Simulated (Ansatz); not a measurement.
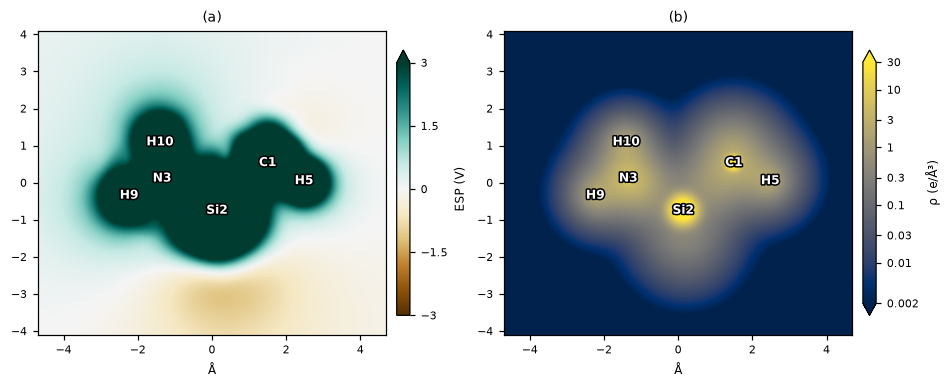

*CH$_{7}$NOSi (SMILES C[SiH](N)O). (a) molecular electrostatic potential; (b) electron density on the plane of atoms Si2, C1 and H5.*

The calculation used RKS PBE0/def2-mTZVP in Ansatz.

```yaml
atoms:
  - { symbol: C, position_ang: [-1.1346, 0.8868, 0.2400] }
  - { symbol: Si, position_ang: [-0.0095, -0.5999, 0.1277] }
  - { symbol: N, position_ang: [1.6094, -0.0045, 0.1475] }
  - { symbol: O, position_ang: [-0.2459, -1.5082, -1.2396] }
  - { symbol: H, position_ang: [-2.1772, 0.5865, 0.1112] }
  - { symbol: H, position_ang: [-1.0552, 1.3818, 1.2120] }
  - { symbol: H, position_ang: [-0.9059, 1.6266, -0.5326] }
  - { symbol: H, position_ang: [-0.3270, -1.5745, 1.2067] }
  - { symbol: H, position_ang: [2.3946, -0.6303, 0.2533] }
  - { symbol: H, position_ang: [1.8156, 0.9000, 0.5443] }
  - { symbol: H, position_ang: [0.1010, -1.1213, -2.0499] }
```

### What do the fields say about this system?

The plane passes through C, Si, N and H nuclei. Si–N (1.73 Å): the density is about 1.1 e/Å³ at the midpoint. C–Si (1.87 Å): ρ at the midpoint is about 0.98 e/Å³. N–H (1.01 Å): the density is about 2.8 e/Å³ at the midpoint. C–H (1.09 Å): ρ at the midpoint is about 1.9 e/Å³. Outside the dense part of the molecule the potential is most negative (−1.1 V) near O4, which lies off the plane.
